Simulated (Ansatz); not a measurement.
# The perfect C wire along [100], 25 atoms a period, H-terminated, part 2 of 2

Aim: is the C wire along [100], 25 atoms a period, H-terminated a metal or a semiconductor?

Ansatz 0.2.0; DFT PBE, plane waves, PAW; relaxation of a wire's period; PAW set soft_1 (the session's first sound run).

So far. Step 2 (Relaxation of atoms and period): The cell's length comes to 3.671 Å with spin left out.

## (3) The wire at its relaxed period

This step: DFT PBE, plane waves, PAW; bands of a perfect wire; PAW set soft_1 (Ansatz 0.2.0).

At the relaxed period the bands are computed along the axis; those that cross an energy going forward count the channels that a perfect wire would open there.

input.yaml

```yaml
crystal:
  lattice:
    - [15.233, 0.0, 0.0]
    - [0.0, 15.233, 0.0]
    - [0.0, 0.0, 3.6705897151]
  atoms:
    - { symbol: C, position: [0.324884352, 0.55734817, 0.006420124] }
    - { symbol: C, position: [0.441033558, 0.441033558, 0.998179078] }
    - { symbol: C, position: [0.442669201, 0.675133019, 0.006420124] }
    - { symbol: C, position: [0.55734817, 0.324884352, 0.006420124] }
    - { symbol: C, position: [0.558983813, 0.558983813, 0.998179078] }
    - { symbol: C, position: [0.675133019, 0.442669201, 0.006420124] }
    - { symbol: H, position: [0.223134458, 0.458259073, 0.085769974] }
    - { symbol: H, position: [0.34099565, 0.34099565, 0.096793088] }
    - { symbol: H, position: [0.458259073, 0.223134458, 0.085769974] }
    - { symbol: H, position: [0.541758298, 0.776882912, 0.085769974] }
    - { symbol: H, position: [0.65902172, 0.65902172, 0.096793088] }
    - { symbol: H, position: [0.776882912, 0.541758298, 0.085769974] }
    - { symbol: C, position: [0.266804158, 0.500008685, 0.25] }
    - { symbol: C, position: [0.384169708, 0.384169708, 0.25719459] }
    - { symbol: C, position: [0.384169708, 0.615847662, 0.24280541] }
    - { symbol: C, position: [0.500008685, 0.266804158, 0.25] }
    - { symbol: C, position: [0.500008685, 0.500008685, 0.25] }
    - { symbol: C, position: [0.500008685, 0.733213212, 0.25] }
    - { symbol: C, position: [0.615847662, 0.384169708, 0.24280541] }
    - { symbol: C, position: [0.615847662, 0.615847662, 0.25719459] }
    - { symbol: C, position: [0.733213212, 0.500008685, 0.25] }
    - { symbol: H, position: [0.223134458, 0.541758298, 0.414230026] }
    - { symbol: H, position: [0.34099565, 0.65902172, 0.403206912] }
    - { symbol: H, position: [0.458259073, 0.776882912, 0.414230026] }
    - { symbol: H, position: [0.541758298, 0.223134458, 0.414230026] }
    - { symbol: H, position: [0.65902172, 0.34099565, 0.403206912] }
    - { symbol: H, position: [0.776882912, 0.458259073, 0.414230026] }
    - { symbol: C, position: [0.324884352, 0.442669201, 0.493579876] }
    - { symbol: C, position: [0.442669201, 0.324884352, 0.493579876] }
    - { symbol: C, position: [0.441033558, 0.558983813, 0.501820922] }
    - { symbol: C, position: [0.558983813, 0.441033558, 0.501820922] }
    - { symbol: C, position: [0.55734817, 0.675133019, 0.493579876] }
    - { symbol: C, position: [0.675133019, 0.55734817, 0.493579876] }
    - { symbol: H, position: [0.282452981, 0.399107961, 0.654861953] }
    - { symbol: H, position: [0.399107961, 0.282452981, 0.654861953] }
    - { symbol: H, position: [0.60090941, 0.717564389, 0.654861953] }
    - { symbol: H, position: [0.717564389, 0.60090941, 0.654861953] }
    - { symbol: C, position: [0.381898626, 0.500008685, 0.75] }
    - { symbol: C, position: [0.500008685, 0.381898626, 0.75] }
    - { symbol: C, position: [0.500008685, 0.618118744, 0.75] }
    - { symbol: C, position: [0.618118744, 0.500008685, 0.75] }
    - { symbol: H, position: [0.282452981, 0.60090941, 0.845138047] }
    - { symbol: H, position: [0.399107961, 0.717564389, 0.845138047] }
    - { symbol: H, position: [0.60090941, 0.282452981, 0.845138047] }
    - { symbol: H, position: [0.717564389, 0.399107961, 0.845138047] }
kpoints:
  mp_grid: { grid: [1, 1, 22] }
  band_path: { path: ["Γ", Z], npoints: 90 }
scf:
  occupations: { method: fermi_dirac, width: 0.05 }
hamiltonian:
  xc: pbe
  pseudopotentials: { kind: paw, azcp: { folder: soft_1 } }
output:
  dos: { e_range: [-5, 4] }
  write_potential: true
  write_density: true
  volumetric_format: npy
```

On the command line:

```
$ ansatz run input.yaml --threads 4 --pin off --max-ram 16384MiB --backend cpu --events-out ev --progress --plain --runs-dir out
```

Numbers of over 12 decimals in the logs are rounded to 6 here.

Log:

```text
[...]
Crystal: 45 atoms, lattice volume = 851.739 Å³
Basis set: ecut = 420 eV, 16613 PW (Γ)
Bands: 105, of which v1, the nominal top of the filled ones, is band 60 counted from 1 (59 counted from 0)
Symmetry: 8 space group operations
[...]
k-points: 12 of 22
[...]
SCF iter   1: F=—  HF=-6612.389178 eV  |F-HF|=—  |Δ(HF+E_count)|=         —  Δρ=7.74e-2  dr2=5.57e1  ethr=3.10e-3  ⟨swp⟩=8.0  Hψ=6994  notcnv=0  defer=137
[...]
SCF iter   9: F=-6592.906767 eV  HF=-6592.906767 eV  |F-HF|=1.74e-8  |Δ(HF+E_count)|=   6.90e-7  Δρ=2.09e-6  dr2=4.83e-8  ethr=8.33e-11  ⟨swp⟩=25.8  Hψ=11653  notcnv=0
SCF 1 converged in 9 iterations: F = -6592.906767 eV  dr2 = 4.83e-8
[...]
NSCF: frozen V_eff on 91 k-points
WARN: The output density's exchange-correlation potential varies sharply where the density is thin. Do not read a vacuum level from v_tot or v_xc, or from such a field of the output density. On a cell that repeats whose density bears no net charge and no dipole along the vacuum's axis use v_es (v_loc + v_h of the components); under efield.dipole_correction with no amplitude use v_es + v_field, which holds any externa [...]
SCF converged after 9 iterations
Free energy (F): -6592.906767 eV
[...]
Internal energy: -6592.906767 eV  (E = F + TS)
E sigma→0 (E₀):  -6592.906767 eV
Fermi energy:    0.370055 eV
[...]
--- Band table (eV; the first three rows and the last of 12) ---
  k-point 0: bands = [... 56 lower, -2.2868, -2.2437, -1.2474, -1.2474, 1.9679, 2.5342, 2.5342, 2.5412, ... 41 higher]
  k-point 1: bands = [... 56 lower, -2.3031, -2.1971, -1.2941, -1.2941, 1.9935, 2.5574, 2.5574, 2.5655, ... 41 higher]
  k-point 2: bands = [... 56 lower, -2.3510, -2.0873, -1.4274, -1.4274, 2.0687, 2.6259, 2.6259, 2.6371, ... 41 higher]
  k-point 11: bands = [... 56 lower, -3.4024, -3.3519, -2.9428, -2.9428, 4.2465, 4.6468, 4.7282, 4.7401, ... 41 higher]
```

The job ended after 5.6 min (4 threads of Arm Neoverse V1, shared host; peak memory 4.8 GiB; 22 min of CPU time).

This step gave:

```
band gap : 3.215 eV
```

Electronic bands along the path, in eV, zero at the Fermi level; v1 is the highest filled band, c1 the lowest empty one:

```tsv
point	v4	v3	v2	v1	c1	c2	c3	c4
Γ	-2.66	-2.61	-1.62	-1.62	1.60	2.16	2.16	2.17
Z	-3.77	-3.72	-3.31	-3.31	3.88	4.28	4.36	4.37
```

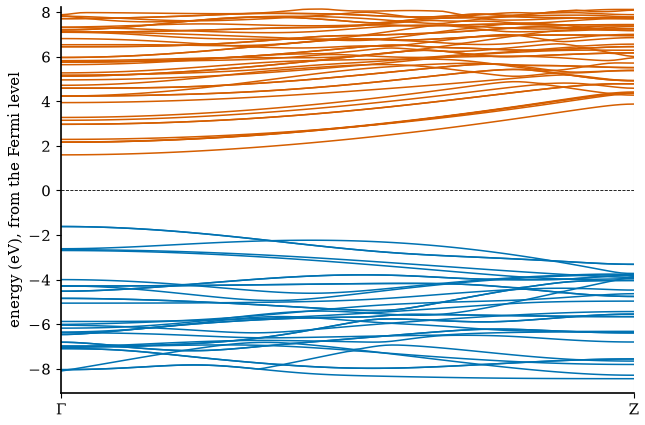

Electronic bands along the path; lines of filled and empty bands in two colours.

The gap is 3.22 eV, with spin left out.

The path shows a direct gap of 3.22 eV (valence top at Γ, conduction bottom at Γ).

## (4) Levels at the same atoms, cutoff 500 eV, k-mesh 1×1×17

This step: DFT r2SCAN, plane waves, PAW; bands of a perfect wire at the PBE geometry; PAW set soft_1 (Ansatz 0.2.0).

The atoms stay at the PBE geometry and the functional changes. r2SCAN also reads the kinetic-energy density; it often gives larger moments and wider gaps than PBE, at a higher cost. Against the first PBE run of this kind, the cutoff is 500 eV against 420 and the mesh along the wire has 17 points against 22.

Changes to input.yaml since step 3:

```diff
@@ -52,3 +52,3 @@
 kpoints:
-  mp_grid: { grid: [1, 1, 22] }
+  mp_grid: { grid: [1, 1, 17] }
   band_path: { path: ["Γ", Z], npoints: 90 }
@@ -57,8 +57,3 @@
 hamiltonian:
-  xc: pbe
+  xc: r2scan
   pseudopotentials: { kind: paw, azcp: { folder: soft_1 } }
-output:
-  dos: { e_range: [-5, 4] }
-  write_potential: true
-  write_density: true
-  volumetric_format: npy
```

Log:

```text
[...]
Crystal: 45 atoms, lattice volume = 851.739 Å³
Basis set: ecut = 500 eV, 21733 PW (Γ), exchange–correlation on 480×480×108 points (64 copies of the dense FFT grid, shifted against one another)
Bands: 105, of which v1, the nominal top of the filled ones, is band 60 counted from 1 (59 counted from 0)
Symmetry: 8 space group operations
[...]
k-points: 9 of 17
[...]
SCF iter   1: F=—  HF=-6626.855798 eV  |F-HF|=—  |Δ(HF+E_count)|=         —  Δρ=7.47e-2  dr2=5.08e1  dr2_τ=7.73e0  ethr=3.10e-3  ⟨swp⟩=8.3  Hψ=5426  notcnv=0  defer=143
[...]
SCF iter   9: F=-6612.802283 eV  HF=-6612.802283 eV  |F-HF|=3.10e-8  |Δ(HF+E_count)|=   5.91e-7  Δρ=1.40e-6  dr2=1.41e-8  dr2_τ=1.68e-9  ethr=8.33e-11  ⟨swp⟩=25.1  Hψ=8927  notcnv=0
SCF 1 converged in 9 iterations: F = -6612.802283 eV  dr2 = 1.41e-8
[...]
SCF converged after 9 iterations
Free energy (F): -6612.802283 eV
[...]
Internal energy: -6612.802283 eV  (E = F + TS)
E sigma→0 (E₀):  -6612.802283 eV
Fermi energy:    0.525110 eV
[...]
--- Band table (eV; the first three rows and the last of 9) ---
  k-point 0: bands = [... 56 lower, -2.4714, -2.3933, -1.3744, -1.3744, 2.4047, 2.9929, 2.9929, 3.0552, ... 41 higher]
  k-point 1: bands = [... 56 lower, -2.4998, -2.3187, -1.4550, -1.4550, 2.4491, 3.0328, 3.0328, 3.0986, ... 41 higher]
  k-point 2: bands = [... 56 lower, -2.5837, -2.1643, -1.6780, -1.6780, 2.5771, 3.1499, 3.1499, 3.2236, ... 41 higher]
  k-point 8: bands = [... 56 lower, -3.6175, -3.4103, -3.1150, -3.1150, 4.5757, 5.0567, 5.1394, 5.1394, ... 41 higher]
```

Elapsed: 8 min, on 4 threads; peak memory 7.1 GiB; 32 min of CPU time.

This step gave:

- band gap: 3.779 eV

The electronic bands at the labelled points (eV, zero at the Fermi level; v1 is the highest filled band, c1 the lowest empty one):

```tsv
point	v4	v3	v2	v1	c1	c2	c3	c4
Γ	-3.00	-2.92	-1.90	-1.90	1.88	2.47	2.47	2.53
Z	-4.15	-4.11	-3.69	-3.69	4.16	4.56	4.71	4.72
```

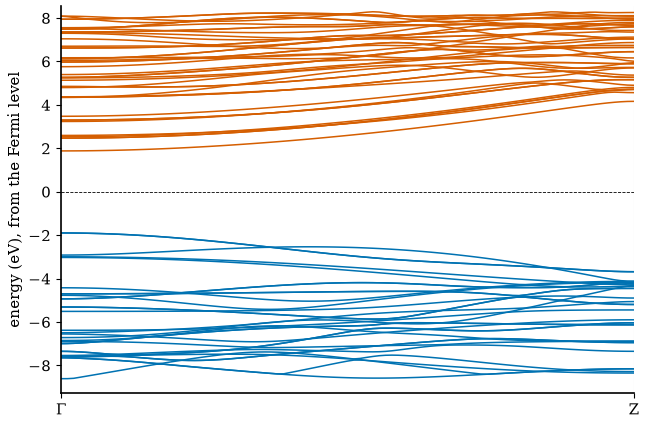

Electronic bands along the path; lines of filled and empty bands in two colours.

The gap is 3.78 eV, against 3.22 eV under PBE at the relaxed period.

## (5) Outcome

```yaml
cell_length_pbe: 3.671 Å
gap_pbe: 3.22 eV
gap_r2scan: 3.78 eV
```

**Reading.** Under PBE the cell's length is 3.67 Å, and a gap of 3.22 eV makes it a semiconductor. At the relaxed period the wire is gapped under every functional, from 3.22 eV (PBE) to 3.78 eV (r2SCAN). Weak screening in one dimension makes quasiparticle gaps larger than the semilocal gaps, as a rule.

[Logs are printed without paths, hosts, clocks, repeated set-up lines and the standing remarks that a program may print on its own settings, such as how far it seeks lower states.]

[Hosts, paths, dates, database ids (printed as entryN), source tags and the programs' standing remarks are cut or masked in the printed files.]
